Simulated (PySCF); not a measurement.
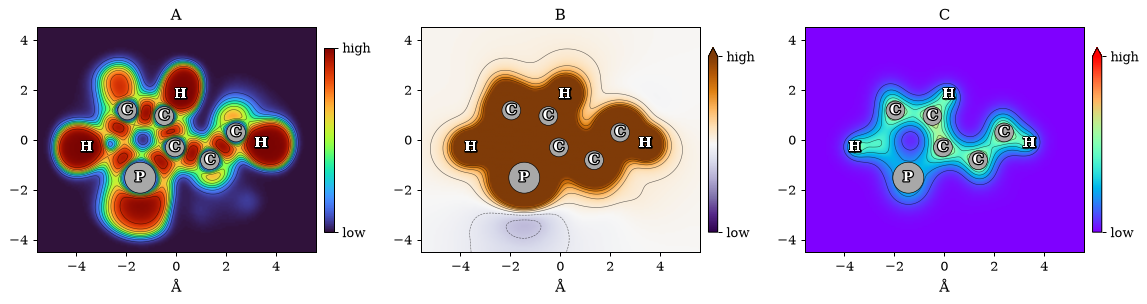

C$_{7}$H$_{13}$P (SMILES CC(C)C1=CCCP1): 3 fields on the plane of atoms C2, C4 and C5, with unlabelled colour scales. Grey discs cover the atomic cores.

Geometry: GFN2-xTB.

All numbers below come from PBE0/pcSseg-1, SCF density, gas phase, non-relativistic (PySCF).

Question: The panels show electron density, electron localisation function and electrostatic potential in some order. Assign them.

Answer: Panel A: electron localisation function. Panel B: electrostatic potential (strongly positive close to the atoms, with negative regions outside electron-rich atoms). Panel C: electron density. From the grid: C–C (1.33 Å): ρ at the midpoint is about 2.3 e/Å³; the ELF peaks at about 0.90 between the atoms: a short, multiple covalent bond. C–P (1.84 Å): the density is about 1.1 e/Å³ at the midpoint; the ELF peaks at about 0.95 between the atoms: a shared electron pair.
